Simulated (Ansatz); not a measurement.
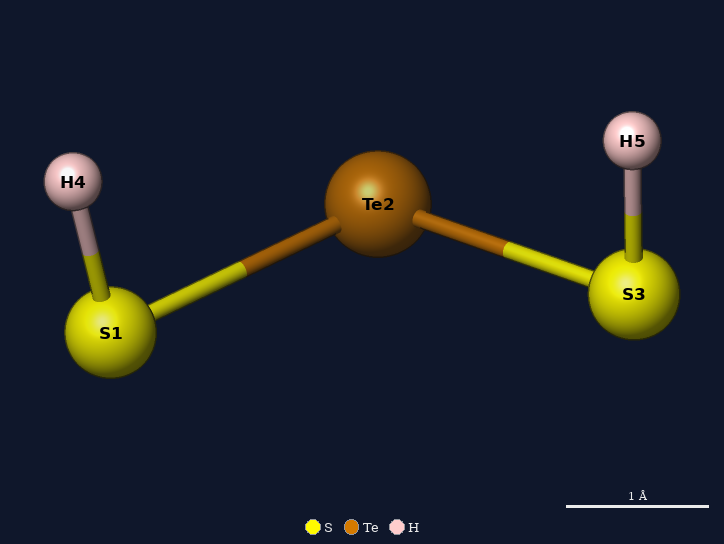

Orthographic view. Distant atoms are faded towards the background colour. The geometry was computed by an optimisation with PBE0-D4/def2-TZVP. No frequency run is at hand to confirm it as a minimum.

List all interatomic distances (Å) as a matrix.

```
atom    S1   Te2    S3    H4    H5
  S1  0.00                        
 Te2  2.38  0.00                  
  S3  3.72  2.38  0.00            
  H4  1.34  2.87  4.07  0.00      
  H5  4.07  2.87  1.34  3.97  0.00
```
